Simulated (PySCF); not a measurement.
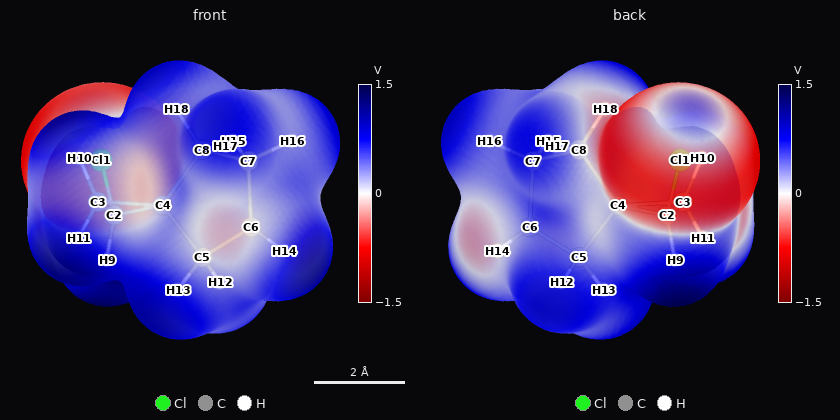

C$_{7}$H$_{10}$Cl (doublet). The molecular electrostatic potential painted on the density surface at 0.004 e/bohr³, seen from the front and from behind; red is negative and blue positive.

Geometry: GFN2-xTB.

These are results of UKS B3LYP, pcH-1 on C Cl H, non-relativistic, mean-field spin-orbit, GIAO in PySCF, not measurements.

```xyz
18

Cl   -1.3731    0.5357   -2.8245
C    -1.6110    0.0552   -1.1505
C    -1.4893    1.0927   -0.0758
C    -0.4408    0.0255   -0.2205
C    -0.2976   -1.0762    0.8195
C     1.0891   -0.9158    1.3111
C     1.8449    0.0938    0.5378
C     0.9624    0.3744   -0.6848
H    -2.3765   -0.7053   -1.0757
H    -1.2359    2.0976   -0.3786
H    -2.1846    1.0444    0.7497
H    -0.4501   -2.0635    0.3562
H    -1.0434   -0.9940    1.6185
H     1.4838   -1.4390    2.1597
H     1.9873    1.0124    1.1261
H     2.8459   -0.2515    0.2614
H     1.2432   -0.2835   -1.5104
H     1.0370    1.4036   -1.0308
```

Question: Describe the electrostatic potential map.

Answer: The most negative region (about −0.8 V) lies over Cl1, the most positive (about +1.4 V) over C2 and H9. Cl1 shows a σ-hole: about +0.4 V at the tip opposite its bond, against about −0.6 V on its flanks.
